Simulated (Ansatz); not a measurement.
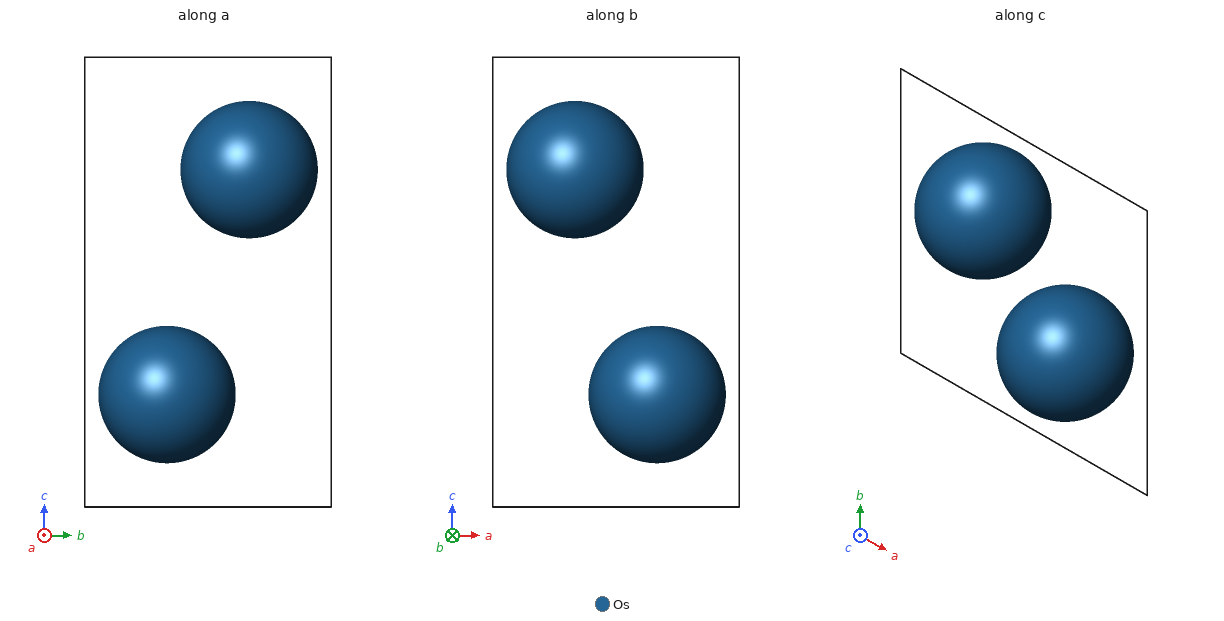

We look at a spheres-only model of the crystal along the a axis, along the b axis and along the c axis. The edges of the conventional unit cell are marked.

Lattice parameters: a = 2.752 Å, b = 2.752 Å, c = 4.352 Å, α = 90.00°, β = 90.00°, γ = 120.00°.

Give the structure in the form of a table of Wyckoff sites.

Answer. Space group P6_3/mmc (No. 194).
| atom | site | x | y | z |
| --- | --- | --- | --- | --- |
| Os | 2d | 0.3333 | 0.6667 | 0.7500 |

The model was built from the standard structure of this element. Earlier steps of the study may have refined or changed the cell and positions. A calculation with Ansatz used it as input.
